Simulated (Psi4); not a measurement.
# M06-L/cc-pVDZ-DK (sfX2C, sweep point 1) run of C2H2FO+ (SMILES [O+]#CCF)

What is the vertical ionisation energy of C2H2FO+ at M06-L/cc-pVDZ-DK (sfX2C, sweep point 1)? 

The results are computed with Psi4 1.11.

### 1 The structure to begin with

The species is C2H2FO+ (6 atoms), meant as a singlet with charge +1. SMILES: `[O+]#CCF`. Geometry: relaxed at GFN2-xTB.

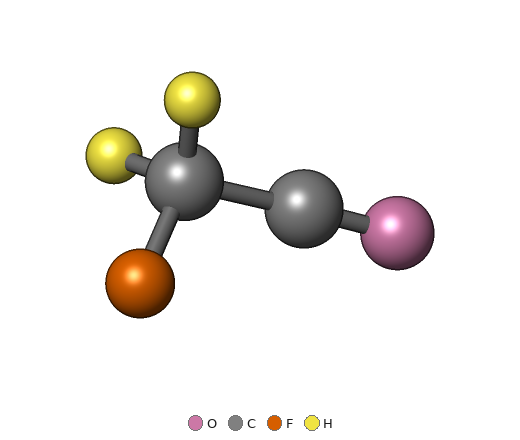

The structure, seen from a chosen angle (oxygen pink, carbon grey, fluorine orange, hydrogen yellow).

### 2 The energy at M06-L/cc-pVDZ-DK (sfX2C, sweep point 1)

job.inp

```
memory 1.6 GB

molecule geom {
  1 1
  O     -1.265800    -1.593990     0.417170
  C     -0.611290    -0.722430     0.216160
  C      0.249990     0.369390    -0.063400
  F      1.209080     0.002270    -0.941840
  H      0.742170     0.725860     0.870880
  H     -0.324150     1.218910    -0.498970
  symmetry c1
}

set puream true
set scf_type pk
set dft_radial_points 99
set dft_spherical_points 590
set relativistic x2c

E, wfn = energy('m06-l/cc-pVDZ-DK', return_wfn=True)
print_variables()
```

Run with:

```console
$ psi4 job.inp job.out -n 1
```

job.out:

```text
[...]
  Running in c1 symmetry.
[...]
  Nuclear repulsion =  108.357207028323501
[...]
  Multiplicity = 1
[...]
  Nalpha       = 15
  Nbeta        = 15
[...]
    Number of basis functions: 66
[...]
    WARNING: The X2C and Dirac Hamiltonians have substatially different eigenvalues!
             This is probably caused by the recontraction of the basis set.
[...]
   @RKS iter   1:  -252.21347893558234    4.41613e-02   5.72695e-03 ADIIS/DIIS
[...]
   @RKS iter   9:  -252.27153295452976   -1.42565e-08   4.90249e-07 DIIS
[...]
    Orbital Energies [Eh]
    ---------------------
    Doubly Occupied:
       1A    -24.790344     2A    -19.417989     3A    -10.533324
       4A    -10.454850     5A     -1.463548     6A     -1.456029
       7A     -1.050600     8A     -0.831234     9A     -0.783310
      10A     -0.777045    11A     -0.772302    12A     -0.719934
      13A     -0.712395    14A     -0.600052    15A     -0.573956
[...]
  @RKS Final Energy:  -252.27153295452976
   => Energetics <=
    Nuclear Repulsion Energy =            108.3572070283235007
    One-Electron Energy =                -551.7249512772629032
    Two-Electron Energy =                 221.3985824530624882
    DFT Exchange-Correlation Energy =     -30.3023711586528393
    Empirical Dispersion Energy =           0.0000000000000000
    VV10 Nonlocal Energy =                  0.0000000000000000
    Total Energy =                       -252.2715329545297607
[...]
 Multipole Moments:
 ------------------------------------------------------------------------------------
     Multipole            Electronic (a.u.)      Nuclear  (a.u.)        Total (a.u.)
 ------------------------------------------------------------------------------------
 L = 1.  Multiply by 2.5417464519 to convert [e a0] to [Debye]
 Dipole X            :          0.0209794           -0.7365261           -0.7155467
 Dipole Y            :         -1.5599012            2.2389591            0.6790579
 Dipole Z            :         -0.5778763            1.3774814            0.7996051
 Magnitude           :                                                    1.2698405
[...]
```

Run time: 22 s. Hardware: 1 thread of AMD EPYC 7R43 (Zen 3), shared host; peak memory 0.97 GiB.

### 3 Doublet [C2H2FO]2+, same level

c2h2fo.inp

```
memory 1.6 GB

molecule mol {
  2 2
  O     -1.265800    -1.593990     0.417170
  C     -0.611290    -0.722430     0.216160
  C      0.249990     0.369390    -0.063400
  F      1.209080     0.002270    -0.941840
  H      0.742170     0.725860     0.870880
  H     -0.324150     1.218910    -0.498970
  units angstrom
  symmetry c1
}

set {
  reference            uks
  puream               true
  scf_type             pk
  dft_radial_points    99
  dft_spherical_points 590
  maxiter              150
  relativistic         x2c
}

energy("m06-l/cc-pVDZ-DK")
print_variables()
```

Run with:

```console
$ psi4 -i c2h2fo.inp -o c2h2fo.out -n 1
```

c2h2fo.out:

```text
[...]
  Running in c1 symmetry.
[...]
  Nuclear repulsion =  108.357207028323501
[...]
  Multiplicity = 2
[...]
  Nalpha       = 15
  Nbeta        = 14
[...]
    Number of basis functions: 66
[...]
    WARNING: The X2C and Dirac Hamiltonians have substatially different eigenvalues!
             This is probably caused by the recontraction of the basis set.
[...]
   @UKS iter   1:  -251.43441250043827    8.23228e-01   7.38900e-03 DIIS/ADIIS
[...]
   @UKS iter  11:  -251.53422280691038   -1.83884e-08   5.06140e-07 DIIS
[...]
   @S^2 Observed:                7.534753086E-01
[...]
    Orbital Energies [Eh]
    ---------------------
    Alpha Occupied:
       1A    -25.251321     2A    -19.689046     3A    -10.797925
       4A    -10.796536     5A     -1.885127     6A     -1.713915
       7A     -1.374970     8A     -1.164163     9A     -1.126318
      10A     -1.113422    11A     -1.047902    12A     -1.020241
      13A     -0.999011    14A     -0.983343    15A     -0.961180
    Alpha Virtual:
      16A     -0.658649    17A     -0.623797    18A     -0.449671
      19A     -0.434438    20A     -0.409403    21A     -0.395625
      22A     -0.196632    23A     -0.078164    24A     -0.074444
      25A     -0.045173    26A     -0.010688    27A      0.026018
[...]
  @UKS Final Energy:  -251.53422280691038
   => Energetics <=
    Nuclear Repulsion Energy =            108.3572070283235007
    One-Electron Energy =                -541.7745543302992246
    Two-Electron Energy =                 211.7193939312359134
    DFT Exchange-Correlation Energy =     -29.8362694361705572
    Empirical Dispersion Energy =           0.0000000000000000
    VV10 Nonlocal Energy =                  0.0000000000000000
    Total Energy =                       -251.5342228069103783
[...]
 Multipole Moments:
 ------------------------------------------------------------------------------------
     Multipole            Electronic (a.u.)      Nuclear  (a.u.)        Total (a.u.)
 ------------------------------------------------------------------------------------
 L = 1.  Multiply by 2.5417464519 to convert [e a0] to [Debye]
 Dipole X            :          0.6269148           -0.7365261           -0.1096113
 Dipole Y            :         -0.6619934            2.2389591            1.5769658
 Dipole Z            :         -0.7280818            1.3774814            0.6493996
 Magnitude           :                                                    1.7089633
[...]
```

Wall time 41 s (1 thread of AMD EPYC 7R43 (Zen 3), shared host); peak memory 0.96 GiB.

### 4 What came out

At M06-L/cc-pVDZ-DK (sfX2C, sweep point 1):

```
                                              quantity          value
                         singlet C2H2FO+: total energy  -252.27153 Eh
                          singlet C2H2FO+: HOMO energy      -15.62 eV
                          singlet C2H2FO+: LUMO energy      -10.37 eV
                        singlet C2H2FO+: HOMO–LUMO gap        5.24 eV
                      doublet [C2H2FO]2+: total energy  -251.53422 Eh
doublet [C2H2FO]2+: HOMO energy (highest over α and β)      -26.11 eV
 doublet [C2H2FO]2+: LUMO energy (lowest over α and β)      -24.35 eV
                              doublet [C2H2FO]2+: ⟨S²⟩          0.753
  vertical ionisation energy (to the doublet dication)      20.063 eV
```

In words: The vertical ionisation energy comes to 20.06 eV (463 kcal/mol). −ε(HOMO) before ionisation, 15.62 eV, is 4.45 eV below this ionisation energy.
